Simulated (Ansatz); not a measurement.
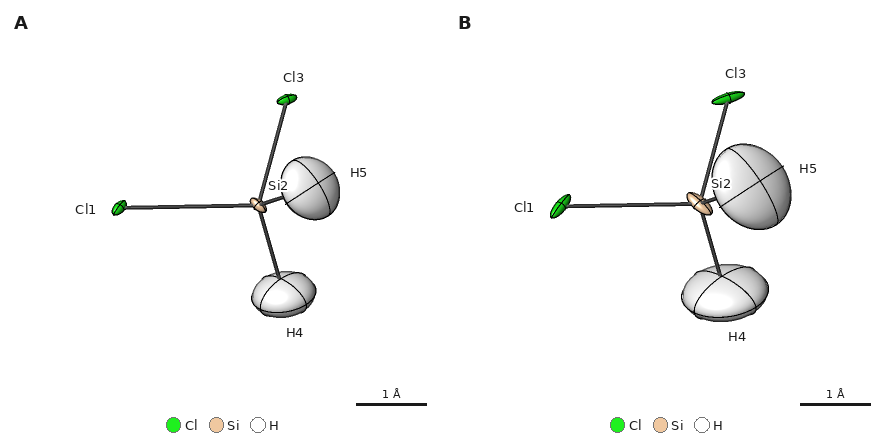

Displacement ellipsoids at the 50 % level, scaled by 2, from the internal vibrations of the free molecule (harmonic, no overall translation or rotation; no half-axis is drawn under 0.075 Å). Vibrations computed with RKS PBE0-D4/def2-TZVP (Ansatz 0.2.0). One panel is for 298 K, the other for 900 K.

Which panel is for 900 K?

Answer. B.

How much does the mean-square displacement of Cl1 grow, and why?

Answer. U_eq goes from 0.00095 to 0.0026 Å², a factor of 2.7. Modes below kT (626 cm⁻¹ at 900 K) grow about in proportion to T, and the lowest lies at 185 cm⁻¹; the mean-square amplitude of a mode is its zero-point value times coth(ħω/2kT), which comes close to 1 only above about 3kT.
